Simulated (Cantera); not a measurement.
Input: 1 mol n-butane, 0.31 mol CO2, 1.3 mol H2, 0.039 mol O2, held at 40.0 Pa.

Equilibrium computed with Cantera from the NASA thermochemical tables; the gas is ideal and each condensed phase is pure. Candidate condensed phases: C, C6H6, C7H8, C8H18, H2O; 110 gas species. The numbers say what is thermodynamically allowed, not how fast it happens.

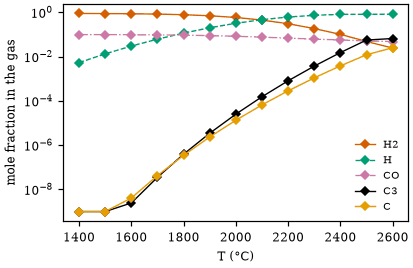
Figure. Equilibrium gas composition (values under 1e-9 drawn at 1e-9)

Problem. Read off the mole fractions at 1700 °C.

Solution. H2 about 0.84, CO about 0.097, H about 0.062, C about 4.2e-8, C3 about 3.5e-8.
